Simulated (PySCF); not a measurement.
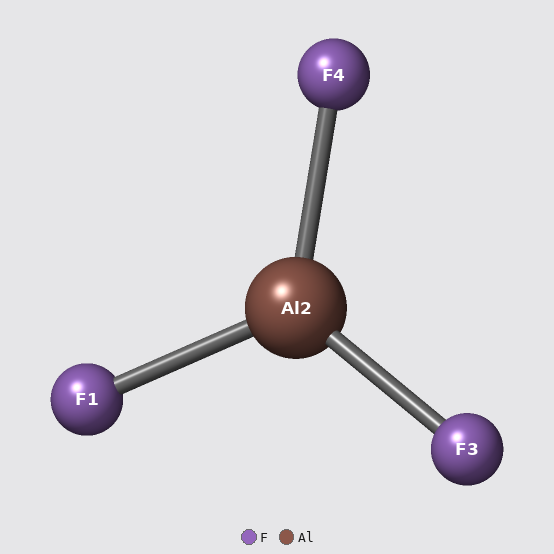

Numbered structure. The computed structure is the end point of a PBE0-D3(BJ)/def2-SVP optimisation. No frequency run is at hand to confirm it as a minimum.

What are the angles F1–Al2–F3?

| angle | degrees |
| --- | --- |
| F1–Al2–F3 | 120.0 |
